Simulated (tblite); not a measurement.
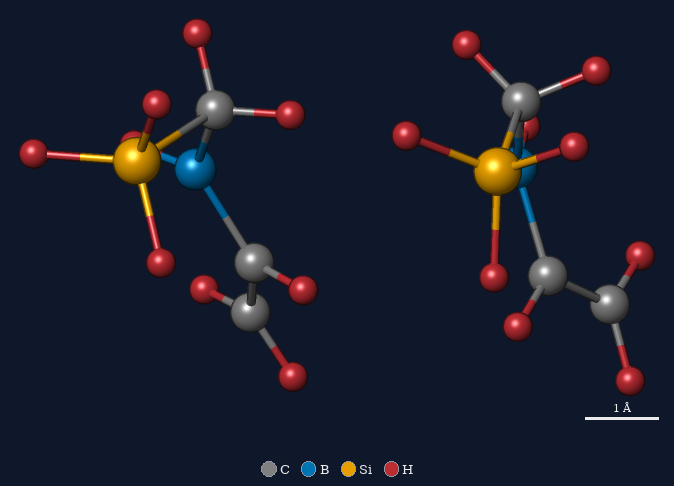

Two geometries of C$_{3}$H$_{9}$BSi, drawn at one scale. One is the start of a relaxation, the other its converged end. The picture is a ball-and-stick view, seen from a free direction.

Theory: tblite, GFN2-xTB geometry optimisation, gas phase. 

### Which geometry has the lower energy?

The left one is the relaxed one. An H atom moves most after the best rigid fit: 1.76 Å. By element the largest moves are H 1.76 Å, C 0.63 Å, Si 0.36 Å, B 0.28 Å. Among the contacts that change: C–Si 1.865 → 1.914 Å, B–H 1.205 → 1.174 Å, C–H 1.122 → 1.091 Å, B–C 1.574 → 1.553 Å. Bond angles that change, for instance: B–C–H 106.7° → 113.4°, C–C–H 116.8° → 123.2°, C–B–H 113.9° → 119.6°. Groups turn about C–Si by about 50°. After 132 geometry steps the energy has fallen by 0.621 eV. Cost: 1.1 s on 1 thread of Arm Neoverse N1 (shared host).
